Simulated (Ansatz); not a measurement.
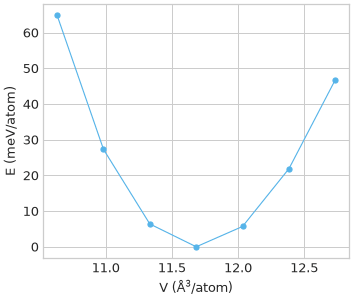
AlV2C in space group P6_3/mmc (No. 194; Al on 2c, V on 4f, C on 2a) under volume change, the program Ansatz at the PBEsol level (PAW), shape and atoms relaxed at each volume.

Question: What does a third-order Birch–Murnaghan fit give for V₀, B₀ and B′?

Answer: V₀ = 11.69 Å³/atom, B₀ = 185 GPa, B′ = 4.4.

The cell was relaxed with PBEsol under the symmetry of its start. No spin polarisation was allowed.

Potentials: the earlier of the program's two PAW sets. The files were generated under PBE; for other functionals the program regenerates the frozen cores, and for LDA and PBEsol the local potential too.
